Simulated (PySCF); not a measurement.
## Geometry relaxation, with input and output: BHF (charge +1)

The run: geometry relaxation of BHF (Fluoroborane Ion), charge +1, SMILES [BH+]F. Method and program: PBE0-D3(BJ)/def2-SVP geometry optimisation, gas phase (PySCF 2.14.0).

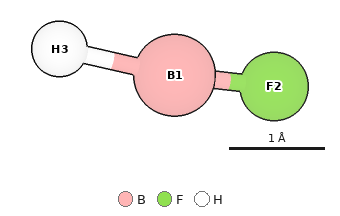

The structure as given in the input (ball-and-stick view, seen at a tilt; atoms are numbered from 1 in the order of the input). Bond lengths as drawn: B–F 1.12 Å and B–H 1.30 Å.

The input:
```
{"job": {"xc": "PBE0", "basis": "def2-SVP", "d3": "d3bj", "grid": 1, "shake": 0.03, "kind": "geom"}, "charge": 1, "multiplicity": 1}
B      0.060940    -0.078610     0.004250
F      1.179990    -0.003360    -0.027890
H     -1.234370    -0.020310    -0.021360
```

The first line tells a small driver script what to run in PySCF; the rest is the geometry in Å.

Hardware: 1 CPU thread, shared host.

Launch command:
```bash
OMP_NUM_THREADS=1 python <driver script> task.json out
```

Log:
```
step   0  E = -124.70464212  max force = 0.232300
step   1  E = -124.72315673  max force = 0.045299
step   2  E = -124.72450102  max force = 0.012980
step   3  E = -124.72460163  max force = 0.000580
step   4  E = -124.72460344  max force = 0.000373
optimisation converged
```

Trajectory as extended XYZ (Å, eV, eV/Å), 5 frames, from step=0 to step=4:
```
3
Properties=species:S:1:pos:R:3:forces:R:3 step=0 energy=-3393.38616
B     0.0609   -0.0786    0.0043  -11.9453  -0.1801   0.0765
F     1.1800   -0.0034   -0.0279    9.7523   0.4569  -0.1993
H    -1.2344   -0.0203   -0.0214    2.1931  -0.2768   0.1229
3
Properties=species:S:1:pos:R:3:forces:R:3 step=1 energy=-3393.88996
B    -0.0010   -0.0577   -0.0046   -1.8698   0.1069  -0.0429
F     1.1842   -0.0108   -0.0272    2.3294  -0.0069  -0.0024
H    -1.1766   -0.0337   -0.0131   -0.4596  -0.1000   0.0453
3
Properties=species:S:1:pos:R:3:forces:R:3 step=2 energy=-3393.92654
B    -0.0009   -0.0442   -0.0105   -0.6674   0.0695  -0.0289
F     1.2058   -0.0142   -0.0267    0.5699  -0.0237   0.0084
H    -1.1983   -0.0438   -0.0078    0.0975  -0.0458   0.0205
3
Properties=species:S:1:pos:R:3:forces:R:3 step=3 energy=-3393.92928
B    -0.0049   -0.0369   -0.0137    0.0298   0.0217  -0.0098
F     1.2092   -0.0145   -0.0273   -0.0019  -0.0078   0.0029
H    -1.1977   -0.0509   -0.0041   -0.0280  -0.0140   0.0069
3
Properties=species:S:1:pos:R:3:forces:R:3 step=4 energy=-3393.92933
B    -0.0047   -0.0355   -0.0143    0.0188   0.0096  -0.0044
F     1.2097   -0.0131   -0.0283   -0.0192  -0.0022   0.0005
H    -1.1985   -0.0536   -0.0024    0.0004  -0.0074   0.0039
```

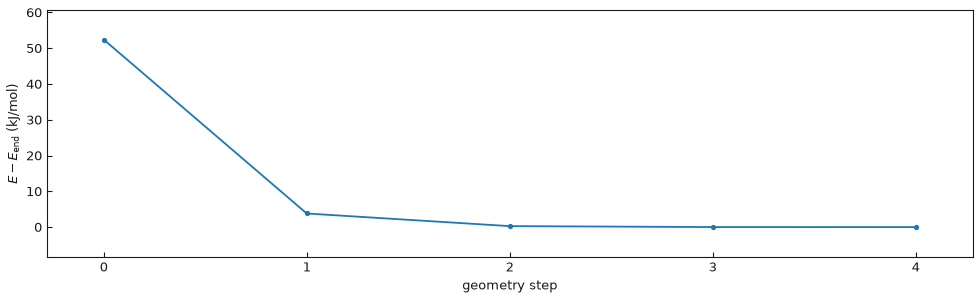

Progress of the relaxation, step by step (steps are counted from 0).

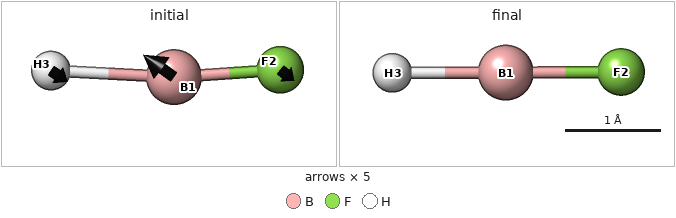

Before (left) and after (right) the relaxation, at one scale (ball-and-stick view, seen at a tilt). The black arrows give the displacements, magnified 5 times. Over 4 geometry steps the energy falls by 52.4 kJ/mol. The largest force component goes from 12 to 0.019 eV/Å. The atom that moves furthest after the best rigid fit is B1 (0.081 Å). By element the largest moves are B 0.081 Å, H 0.043 Å, F 0.038 Å. Distances before and after: B1–H3 1.297 → 1.194 Å, B1–F2 1.122 → 1.215 Å. Among the angles that change: F2–B1–H3 173.0° → 179.8°. (Atoms are counted from 1 in the order of the input.)

Key numbers:

```tsv
quantity	value
outcome	converged
total energy	−124.724603 hartree
point group	Cinfv
wall time	1.4 s
peak memory	0.23 GiB
```
